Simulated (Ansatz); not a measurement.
## GaSb wire along [111], 26 atoms a period, H-terminated: bands by functional

Wanted: the relaxed geometry and the bands of the GaSb wire along [111], 26 atoms a period, H-terminated.

Main program and level: Ansatz 0.2.0; DFT PBE, plane waves, PAW; relaxation of a wire's period; PAW set soft_1, in the first sound run; inputs show where later runs differ.

## 1. Set-up

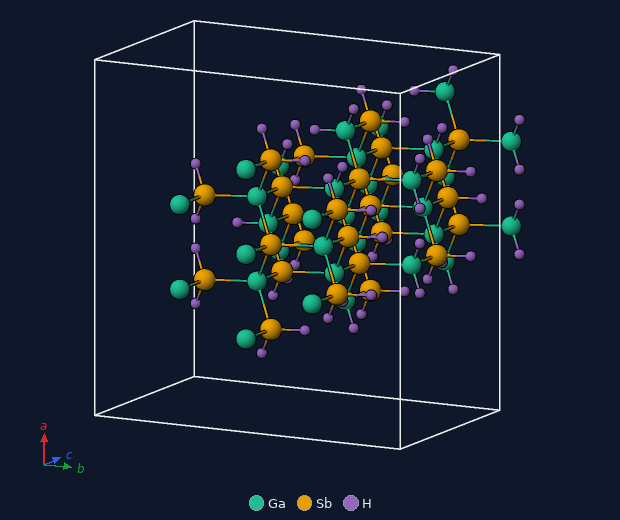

Start, viewed at a slant to the c axis; gallium teal, antimony orange, hydrogen purple. 1×1×2 cells are drawn. Some periodic images of atoms are drawn too.

The cell holds 56 atoms: 13 Ga, 13 Sb and 30 H. Cell: a = 18.440 Å, b = 17.545 Å, c = 10.756 Å, α = 90.0°, β = 90.0°, γ = 90.0°. Vacuum lies along a and b. The structure's axis is c.

## 2. Relaxing the period

Band widths follow the bond lengths, so the wire is relaxed first. The atoms and the third cell vector are free; the box across stays fixed as vacuum. A Fermi-Dirac smearing is set since the result may be a metal. The pressure printed is a third of the stress's trace over the whole box, vacuum included; only the stress along the axis is relaxed.

The input, input.yaml:

```yaml
crystal:
  lattice:
    - [18.44, 0.0, 0.0]
    - [0.0, 17.545, 0.0]
    - [0.0, 0.0, 10.756035515]
  atoms:
    - { symbol: Ga, position: [0.380934684, 0.278691267, 0.0] }
    - { symbol: Ga, position: [0.500000115, 0.49543865, 0.0] }
    - { symbol: Ga, position: [0.619065547, 0.278691267, 0.0] }
    - { symbol: Ga, position: [0.738130978, 0.49543865, 0.0] }
    - { symbol: Sb, position: [0.261869253, 0.49543865, 0.25] }
    - { symbol: Sb, position: [0.380934684, 0.278691267, 0.25] }
    - { symbol: Sb, position: [0.380934684, 0.712186032, 0.25] }
    - { symbol: Sb, position: [0.500000115, 0.49543865, 0.25] }
    - { symbol: Sb, position: [0.619065547, 0.278691267, 0.25] }
    - { symbol: Sb, position: [0.619065547, 0.712186032, 0.25] }
    - { symbol: Sb, position: [0.738130978, 0.49543865, 0.25] }
    - { symbol: H, position: [0.184381779, 0.448419105, 0.304233117] }
    - { symbol: H, position: [0.261869253, 0.589477739, 0.304233117] }
    - { symbol: H, position: [0.30344721, 0.231671723, 0.304233117] }
    - { symbol: H, position: [0.30344721, 0.665166488, 0.304233117] }
    - { symbol: H, position: [0.380934684, 0.806225122, 0.304233117] }
    - { symbol: H, position: [0.458422158, 0.231671723, 0.304233117] }
    - { symbol: H, position: [0.541578073, 0.231671723, 0.304233117] }
    - { symbol: H, position: [0.619065547, 0.806225122, 0.304233117] }
    - { symbol: H, position: [0.696553021, 0.231671723, 0.304233117] }
    - { symbol: H, position: [0.696553021, 0.665166488, 0.304233117] }
    - { symbol: H, position: [0.738130978, 0.589477739, 0.304233117] }
    - { symbol: H, position: [0.815618452, 0.448419105, 0.304233117] }
    - { symbol: Ga, position: [0.380934684, 0.423189522, 0.333333333] }
    - { symbol: Ga, position: [0.500000115, 0.639936905, 0.333333333] }
    - { symbol: Ga, position: [0.619065547, 0.423189522, 0.333333333] }
    - { symbol: Sb, position: [0.380934684, 0.423189522, 0.583333333] }
    - { symbol: Sb, position: [0.500000115, 0.639936905, 0.583333333] }
    - { symbol: Sb, position: [0.619065547, 0.423189522, 0.583333333] }
    - { symbol: H, position: [0.310974565, 0.610139709, 0.61770191] }
    - { symbol: H, position: [0.500000115, 0.266036531, 0.61770191] }
    - { symbol: H, position: [0.689025666, 0.610139709, 0.61770191] }
    - { symbol: H, position: [0.30344721, 0.376169978, 0.63756645] }
    - { symbol: H, position: [0.500000115, 0.733975994, 0.63756645] }
    - { symbol: H, position: [0.696553021, 0.376169978, 0.63756645] }
    - { symbol: Ga, position: [0.380934684, 0.567687777, 0.666666667] }
    - { symbol: Ga, position: [0.500000115, 0.350940395, 0.666666667] }
    - { symbol: Ga, position: [0.619065547, 0.567687777, 0.666666667] }
    - { symbol: Sb, position: [0.380934684, 0.567687777, 0.916666667] }
    - { symbol: Sb, position: [0.500000115, 0.350940395, 0.916666667] }
    - { symbol: Sb, position: [0.619065547, 0.567687777, 0.916666667] }
    - { symbol: H, position: [0.191909133, 0.537890582, 0.951035243] }
    - { symbol: H, position: [0.261869253, 0.410534786, 0.951035243] }
    - { symbol: H, position: [0.310974565, 0.321143199, 0.951035243] }
    - { symbol: H, position: [0.310974565, 0.754637964, 0.951035243] }
    - { symbol: H, position: [0.380934684, 0.193787404, 0.951035243] }
    - { symbol: H, position: [0.450894803, 0.754637964, 0.951035243] }
    - { symbol: H, position: [0.549105428, 0.754637964, 0.951035243] }
    - { symbol: H, position: [0.619065547, 0.193787404, 0.951035243] }
    - { symbol: H, position: [0.689025666, 0.321143199, 0.951035243] }
    - { symbol: H, position: [0.689025666, 0.754637964, 0.951035243] }
    - { symbol: H, position: [0.738130978, 0.410534786, 0.951035243] }
    - { symbol: H, position: [0.808091097, 0.537890582, 0.951035243] }
    - { symbol: Ga, position: [0.261869253, 0.49543865, 0.0] }
    - { symbol: Ga, position: [0.380934684, 0.712186032, 0.0] }
    - { symbol: Ga, position: [0.619065547, 0.712186032, 0.0] }
kpoints:
  mp_grid: { grid: [1, 1, 8] }
scf:
  occupations: { method: fermi_dirac, width: 0.05 }
hamiltonian:
  xc: pbe
  pseudopotentials: { kind: paw, azcp: { folder: soft_1 } }
relax:
  cell: { fix: [a, b, alpha, beta, gamma] }
  max_steps: 45
  f_tol: 0.03
```

Run with:

```sh
$ ansatz run input.yaml --threads 4 --pin off --max-ram 16384MiB --backend cpu --events-out ev --progress --plain --runs-dir out
```

Numbers of over 12 decimals in the logs are rounded to 6 here.

Log:

```text
Engine: ansatz 0.2.0, aarch64-unknown-linux-gnu
Pseudopotentials: kind: paw
Pseudopotential: Ga, paw, valence charge 13, recommended cutoff 420 eV (normal), soft_1/Ga.paw.azcp
Pseudopotential: Sb, paw, valence charge 15, recommended cutoff 420 eV (normal), soft_1/Sb.paw.azcp
Pseudopotential: H, paw, valence charge 1, recommended cutoff 420 eV (normal), soft_1/H.paw.azcp
Functional definition: PBE
  parameter kappa = 0.804
  parameter beta = 0.066725
  exchange = pbe_x(kappa = kappa, mu = beta*pi^2/3)
  correlation = pbe_c(beta = beta)
Crystal: 56 atoms, lattice volume = 3479.898 Å³
Basis set: ecut = 420 eV, 68053 PW (Γ), exchange–correlation on 250×240×144 points (8 copies of the dense FFT grid, shifted against one another)
Bands: 253, of which v1, the nominal top of the filled ones, is band 197 counted from 1 (196 counted from 0)
Symmetry: 2 space group operations
Space group: Pm (ITA 6), of the structure as read, at distance tolerance 1.5e-4 Å
k-points: 5 of 8 (time reversal used)
Non-local potential: Ga, projectors of the file, l = 0: 2, l = 1: 2, l = 2: 3, l = 3: 1
Non-local potential: Sb, projectors of the file, l = 0: 2, l = 1: 2, l = 2: 2, l = 3: 1
Non-local potential: H, projectors of the file, l = 0: 2, l = 1: 1
PAW form: soft (Blöchl's): semilocal exchange-correlation on the pseudo side does not see the compensation charge
PAW one-centre angular grid: Ga, 590 points (default); XC on 64 Gauss nodes
PAW one-centre angular grid: Sb, 590 points (default); XC on 64 Gauss nodes
PAW one-centre angular grid: H, 110 points (default); XC on 64 Gauss nodes
Initial density: superposition of atomic densities (neutral atoms: chi_scale 0, normalization atom)
Initial wavefunctions: pseudopotential atomic-orbital guess
Functional: x = pbe(κ = 0.804, μ = 0.219515), c = pbe(β = 0.066725)
SCF iter   1: F=—  HF=-133954.308093 eV  |F-HF|=—  |Δ(HF+E_count)|=         —  Δρ=2.90e-2  dr2=3.27e1  ethr=3.10e-3  ⟨swp⟩=7.0  Hψ=4557  notcnv=0  defer=113
preconditioner: auto → Resta (q_TF=auto, 1.898 Å⁻¹)  ε∞=1.6  [insulator: Δε(μ)=1.821 eV  Ē_g=13.257 eV  σ=0.050 eV  W_gap=1.00  n_scr=410 (ndim 8)  ℏωp=10.2 eV  f_vac=0.632  D(μ)=0.00/eV (n_scr^D=0)  ε∞_Penn≈1.6  vacuum switching on, ρ_ref=1.3e-2 e/Å³]
SCF iter   2: F=—  HF=-133945.428111 eV  |F-HF|=—  |Δ(HF+E_count)|=    8.88e0  Δρ=1.15e-2  dr2=5.34e0  ethr=3.10e-3  ⟨swp⟩=3.2  Hψ=1651  notcnv=0  defer=237
SCF iter   3: F=—  HF=-133944.651182 eV  |F-HF|=—  |Δ(HF+E_count)|=   7.77e-1  Δρ=4.41e-3  dr2=2.16e0  ethr=1.36e-3  ⟨swp⟩=4.0  Hψ=2572  notcnv=0  defer=237
SCF iter   4: F=—  HF=-133944.237382 eV  |F-HF|=—  |Δ(HF+E_count)|=   4.14e-1  Δρ=1.49e-3  dr2=1.28e-1  ethr=5.47e-4  ⟨swp⟩=5.0  Hψ=1842  notcnv=0  defer=237
SCF iter   5: F=—  HF=-133944.231075 eV  |F-HF|=—  |Δ(HF+E_count)|=   6.31e-3  Δρ=5.90e-4  dr2=1.41e-2  ethr=3.25e-5  ⟨swp⟩=3.0  Hψ=1689  notcnv=0  defer=237
SCF iter   6: F=—  HF=-133944.232125 eV  |F-HF|=—  |Δ(HF+E_count)|=   1.05e-3  Δρ=2.42e-4  dr2=2.16e-3  ethr=3.57e-6  ⟨swp⟩=2.0  Hψ=1613  notcnv=0  defer=237
SCF iter   7: F=—  HF=-133944.232801 eV  |F-HF|=—  |Δ(HF+E_count)|=   6.75e-4  Δρ=7.82e-5  dr2=2.97e-4  ethr=5.48e-7  ⟨swp⟩=2.0  Hψ=1688  notcnv=0  defer=237
SCF iter   8: F=—  HF=-133944.232909 eV  |F-HF|=—  |Δ(HF+E_count)|=   1.08e-4  Δρ=2.11e-5  dr2=2.26e-5  ethr=7.53e-8  ⟨swp⟩=2.0  Hψ=1688  notcnv=0  defer=237
SCF iter   9: F=—  HF=-133944.232759 eV  |F-HF|=—  |Δ(HF+E_count)|=   1.50e-4  Δρ=9.88e-6  dr2=3.88e-6  ethr=5.73e-9  ⟨swp⟩=2.0  Hψ=1850  notcnv=0  defer=237
SCF iter  10: F=—  HF=-133944.232763 eV  |F-HF|=—  |Δ(HF+E_count)|=   3.97e-6  Δρ=3.79e-6  dr2=9.58e-7  ethr=9.84e-10  ⟨swp⟩=2.0  Hψ=1855  notcnv=0  defer=237
SCF iter  11: F=—  HF=-133944.232764 eV  |F-HF|=—  |Δ(HF+E_count)|=   6.57e-7  Δρ=1.27e-6  dr2=1.69e-7  ethr=2.43e-10  ⟨swp⟩=2.0  Hψ=1853  notcnv=0  defer=237
SCF iter  12: F=-133944.232764 eV  HF=-133944.232764 eV  |F-HF|=4.02e-9  |Δ(HF+E_count)|=   3.32e-8  Δρ=4.29e-7  dr2=1.46e-8  ethr=2.54e-11  ⟨swp⟩=5.0  Hψ=3980  notcnv=0
SCF 1 converged in 12 iterations: F = -133944.232764 eV  dr2 = 1.46e-8
  greatest PAW one-centre occupation: 0.995 electrons in one spin orbital (limit 2), on the Sb atom at site 6 (counted from 0), in its partial waves of l = 2
relax step   1: F+E_penalty+E_count = -133944.23276356 eV  Δ(F+E_penalty+E_count) = +0.000e0 eV  max|allowed force component| = 9.839e-1 eV/Å  Δτ_max = 0.0000 Å  P = -0.179 GPa  Ω = 3479.898 Å³  fix = [a, b, alpha, beta, gamma]  reactions: a -0.214, b -0.213 GPa; alpha -0.000 GPa/rad  (12 SCF iters, dr2 threshold 1.00e-7 eV, accepted)
Crystal: 56 atoms, lattice volume = 3478.883 Å³
Basis set: ecut = 420 eV, 68041 PW (Γ), exchange–correlation on 250×240×144 points (8 copies of the dense FFT grid, shifted against one another)
Initial density: handed on by an earlier stage of this run
Initial wavefunctions: those handed on with the density
iter 1 solved again at ethr=5.78e-4 eV; its pass at ethr=3.10e-3 eV (dr2=2.28e0 eV) is discarded
SCF iter   1: F=—  HF=-133947.004646 eV  |F-HF|=—  |Δ(HF+E_count)|=         —  Δρ=9.03e-3  dr2=2.29e0  ethr=5.78e-4  ⟨swp⟩=4.4  Hψ=5797  notcnv=0
preconditioner: auto → Resta (q_TF=auto, 1.898 Å⁻¹)  ε∞=1.6  [insulator: Δε(μ)=1.751 eV  Ē_g=13.098 eV  σ=0.050 eV  W_gap=1.00  n_scr=410 (ndim 8)  ℏωp=10.2 eV  f_vac=0.667  D(μ)=0.00/eV (n_scr^D=0)  ε∞_Penn≈1.6  vacuum switching on, ρ_ref=1.2e-2 e/Å³]
SCF iter   2: F=—  HF=-133946.524332 eV  |F-HF|=—  |Δ(HF+E_count)|=   4.80e-1  Δρ=4.53e-3  dr2=4.19e-1  ethr=5.78e-4  ⟨swp⟩=7.2  Hψ=2413  notcnv=0
SCF iter   3: F=—  HF=-133946.498483 eV  |F-HF|=—  |Δ(HF+E_count)|=   2.58e-2  Δρ=1.90e-3  dr2=1.04e-1  ethr=1.06e-4  ⟨swp⟩=3.4  Hψ=1998  notcnv=0  defer=240
SCF iter   4: F=—  HF=-133946.493484 eV  |F-HF|=—  |Δ(HF+E_count)|=   5.00e-3  Δρ=4.10e-4  dr2=1.03e-2  ethr=2.64e-5  ⟨swp⟩=3.0  Hψ=1745  notcnv=0  defer=240
SCF iter   5: F=—  HF=-133946.492736 eV  |F-HF|=—  |Δ(HF+E_count)|=   7.48e-4  Δρ=1.15e-4  dr2=6.91e-4  ethr=2.62e-6  ⟨swp⟩=2.0  Hψ=1685  notcnv=0  defer=240
SCF iter   6: F=—  HF=-133946.492514 eV  |F-HF|=—  |Δ(HF+E_count)|=   2.23e-4  Δρ=4.99e-5  dr2=1.36e-4  ethr=1.75e-7  ⟨swp⟩=2.0  Hψ=1925  notcnv=0  defer=240
SCF iter   7: F=—  HF=-133946.492522 eV  |F-HF|=—  |Δ(HF+E_count)|=   8.04e-6  Δρ=1.93e-5  dr2=2.60e-5  ethr=3.44e-8  ⟨swp⟩=2.0  Hψ=1610  notcnv=0  defer=240
SCF iter   8: F=-133946.492523 eV  HF=-133946.492522 eV  |F-HF|=2.76e-7  |Δ(HF+E_count)|=   8.81e-7  Δρ=6.95e-6  dr2=1.66e-6  ethr=1.42e-9  ⟨swp⟩=5.0  Hψ=3949  notcnv=0
SCF 2 converged in 8 iterations: F = -133946.492523 eV  dr2 = 1.66e-6
[...]
Internal energy: -133947.190364 eV  (E = F + TS)
E sigma→0 (E₀):  -133947.190364 eV
Fermi energy:    -1.464504 eV
--- Per-component energies (eV) ---
  E_band       = -6981.546005
  E_kinetic    = 3945.506891
  E_local      = -185110.274169  (includes V_loc(G=0)·N_el)
  E_nonlocal   = 3890.474267
  E_hartree    = 91250.985491
  E_xc         = -2343.445228
  E_vxc        = -2210.385364  (∫ρ·V_xc dr)
  E_paw        = -85000.138787  (= ΣΔE_a)
  E_vpaw       = -9998.809421  (= ΣTr[D̂ρ^β])
  E_aug_tail   = -0.028576  (compensation charges beyond the density's cutoff)
  E_ewald      = 39419.729747
  E_smearing   = -0.000000  (= −TS)
  E_closure    = -0.000000  (closes the sum)
  Σ components = -133947.190364   (vs F -133947.190364, Δ=0.00e0)
--- Forces (eV/Å), atoms counted from 1 ---
  atom   1  Ga    -0.00077401    -0.00781362     0.00604496
  atom   2  Ga     0.00000000     0.00034591    -0.00047690
  atom   3  Ga     0.00077401    -0.00781362     0.00604496
  atom   4  Ga     0.00697777     0.00336450     0.00579371
  atom   5  Sb     0.00644768     0.00192624     0.00680939
  atom   6  Sb     0.00500922     0.00453980     0.00673904
  atom   7  Sb     0.00151134    -0.00647320     0.00679586
  atom   8  Sb    -0.00000000    -0.00016381     0.02867124
  atom   9  Sb    -0.00500922     0.00453980     0.00673904
  atom  10  Sb    -0.00151134    -0.00647320     0.00679586
  atom  11  Sb    -0.00644768     0.00192624     0.00680939
  atom  12  H     -0.00003051    -0.00257064    -0.00251431
  atom  13  H     -0.00131040     0.00535135    -0.00154765
  atom  14  H     -0.00237860     0.00139760    -0.00255507
  atom  15  H     -0.00531294    -0.00166635    -0.00162854
  atom  16  H      0.00233831     0.00131505    -0.00261382
  atom  17  H      0.00411516    -0.00378145    -0.00158498
  atom  18  H     -0.00411516    -0.00378145    -0.00158498
  atom  19  H     -0.00233831     0.00131505    -0.00261382
  atom  20  H      0.00237860     0.00139760    -0.00255507
  atom  21  H      0.00531294    -0.00166635    -0.00162854
  atom  22  H      0.00131040     0.00535135    -0.00154765
  atom  23  H      0.00003051    -0.00257064    -0.00251431
  atom  24  Ga    -0.01907368    -0.01090870    -0.01299638
  atom  25  Ga     0.00000000     0.02207156    -0.01270808
  atom  26  Ga     0.01907368    -0.01090870    -0.01299638
  atom  27  Sb     0.01010754     0.00602376     0.01178578
  atom  28  Sb    -0.00000000    -0.01178033     0.01164337
  atom  29  Sb    -0.01010754     0.00602376     0.01178578
  atom  30  H     -0.00122005     0.00063422    -0.00028106
  atom  31  H      0.00000000    -0.00151010    -0.00032207
  atom  32  H      0.00122005     0.00063422    -0.00028106
  atom  33  H     -0.00002481    -0.00005314    -0.00914821
  atom  34  H      0.00000000    -0.00001373    -0.00906034
  atom  35  H      0.00002481    -0.00005314    -0.00914821
  atom  36  Ga    -0.00889630     0.00520617    -0.01116193
  atom  37  Ga     0.00000000    -0.01026350    -0.01133015
  atom  38  Ga     0.00889630     0.00520617    -0.01116193
  atom  39  Sb     0.01153145    -0.00694766    -0.00503272
  atom  40  Sb     0.00000000     0.01358076    -0.00517082
[...]
atom  45  H     -0.00161335     0.00070185    -0.00105815
  atom  46  H      0.00021955    -0.00189035    -0.00099605
  atom  47  H     -0.00057024    -0.00677123     0.00117682
  atom  48  H      0.00057024    -0.00677123     0.00117682
  atom  49  H     -0.00021955    -0.00189035    -0.00099605
  atom  50  H     -0.00620629     0.00278729     0.00120444
  atom  51  H      0.00161335     0.00070185    -0.00105815
  atom  52  H     -0.00560780     0.00384815     0.00118590
  atom  53  H      0.00149393     0.00090160    -0.00097705
  atom  54  Ga    -0.00697777     0.00336450     0.00579371
  atom  55  Ga    -0.00631053     0.00474528     0.00593653
  atom  56  Ga     0.00631053     0.00474528     0.00593653
  max |Σ_I F_I| component: 7.20e-7 eV/Å
--- Stress (GPa, compression-positive) ---
        0.002815      -0.000000      -0.000000
       -0.000000       0.002487       0.000251
       -0.000000       0.000251       0.003559
  P = ⅓ Tr σ = 0.0030 GPa (0.030 kbar)
--- Relaxed structure (7 steps of the walk, 7 accepted, 1 SCFs on fresh bases) ---
  F+E_penalty+E_count = -133947.19036358 eV   max|allowed force component| = 2.867e-2 eV/Å   (the final SCF, on the basis selected at the relaxed cell)
  cell:  # Å, volume = 3450.3304 Å³
    - [18.44, 0, 0]
    - [0, 17.545, 0]
    - [0, 0, 10.664645]
  atoms:
    - { symbol: Ga, position: [0.383494, 0.261720, -0.019216] }
    - { symbol: Ga, position: [0.5, 0.495433, -0.00840573] }
    - { symbol: Ga, position: [0.616506, 0.261720, -0.019216] }
    - { symbol: Ga, position: [0.750796, 0.506159, -0.019250] }
    - { symbol: Sb, position: [0.264786, 0.486774, 0.236681] }
    - { symbol: Sb, position: [0.375174, 0.285798, 0.236624] }
    - { symbol: Sb, position: [0.389567, 0.713943, 0.236642] }
    - { symbol: Sb, position: [0.5, 0.495497, 0.246691] }
    - { symbol: Sb, position: [0.624826, 0.285798, 0.236624] }
    - { symbol: Sb, position: [0.610433, 0.713943, 0.236642] }
    - { symbol: Sb, position: [0.735214, 0.486774, 0.236681] }
    - { symbol: H, position: [0.195392, 0.435835, 0.303265] }
    - { symbol: H, position: [0.249553, 0.567988, 0.321281] }
    - { symbol: H, position: [0.298533, 0.248021, 0.303179] }
    - { symbol: H, position: [0.315055, 0.687156, 0.321270] }
    - { symbol: H, position: [0.396804, 0.802581, 0.303184] }
    - { symbol: H, position: [0.434500, 0.231324, 0.321192] }
    - { symbol: H, position: [0.565500, 0.231324, 0.321192] }
    - { symbol: H, position: [0.603196, 0.802581, 0.303184] }
    - { symbol: H, position: [0.701467, 0.248021, 0.303179] }
    - { symbol: H, position: [0.684945, 0.687156, 0.321270] }
    - { symbol: H, position: [0.750447, 0.567988, 0.321281] }
    - { symbol: H, position: [0.804608, 0.435835, 0.303265] }
    - { symbol: Ga, position: [0.383433, 0.424785, 0.342109] }
    - { symbol: Ga, position: [0.5, 0.636990, 0.342054] }
    - { symbol: Ga, position: [0.616567, 0.424785, 0.342109] }
    - { symbol: Sb, position: [0.388711, 0.427906, 0.591318] }
    - { symbol: Sb, position: [0.5, 0.630523, 0.591281] }
    - { symbol: Sb, position: [0.611289, 0.427906, 0.591318] }
    - { symbol: H, position: [0.307849, 0.611998, 0.613108] }
    - { symbol: H, position: [0.5, 0.262220, 0.613101] }
    - { symbol: H, position: [0.692151, 0.611998, 0.613108] }
    - { symbol: H, position: [0.311310, 0.380925, 0.635426] }
    - { symbol: H, position: [0.5, 0.724439, 0.635497] }
    - { symbol: H, position: [0.688690, 0.380925, 0.635426] }
    - { symbol: Ga, position: [0.374318, 0.571722, 0.676788] }
    - { symbol: Ga, position: [0.5, 0.342879, 0.676736] }
    - { symbol: Ga, position: [0.625682, 0.571722, 0.676788] }
    - { symbol: Sb, position: [0.377945, 0.569492, 0.925633] }
    - { symbol: Sb, position: [0.5, 0.347292, 0.925593] }
    - { symbol: Sb, position: [0.622055, 0.569492, 0.925633] }
    - { symbol: H, position: [0.189555, 0.568916, 0.969408] }
    - { symbol: H, position: [0.242290, 0.421728, 0.936731] }
    - { symbol: H, position: [0.310465, 0.297490, 0.936449] }
    - { symbol: H, position: [0.284160, 0.741173, 0.969454] }
    - { symbol: H, position: [0.405448, 0.176041, 0.969689] }
    - { symbol: H, position: [0.431824, 0.766805, 0.936528] }
    - { symbol: H, position: [0.568176, 0.766805, 0.936528] }
    - { symbol: H, position: [0.594552, 0.176041, 0.969689] }
    - { symbol: H, position: [0.689535, 0.297490, 0.936449] }
    - { symbol: H, position: [0.715840, 0.741173, 0.969454] }
    - { symbol: H, position: [0.757710, 0.421728, 0.936731] }
    - { symbol: H, position: [0.810445, 0.568916, 0.969408] }
    - { symbol: Ga, position: [0.249204, 0.506159, -0.019250] }
    - { symbol: Ga, position: [0.365727, 0.718365, -0.019256] }
    - { symbol: Ga, position: [0.634273, 0.718365, -0.019256] }
[key lines of the parts left out:]
SCF converged after 6 iterations
Free energy (F): -133947.190364 eV
```

Elapsed: 20 min, on 4 threads of Arm Neoverse V1, shared host; peak memory 11 GiB; 80 min of CPU time.

(Part 1 of 2 ends here.)

[Logs are printed without paths, hosts, clocks, repeated set-up lines and the standing remarks that a program may print on its own settings, such as how far it seeks lower states.]

[Hosts, paths, dates, database ids (printed as entryN), source tags and the programs' standing remarks are cut or masked in the printed files.]
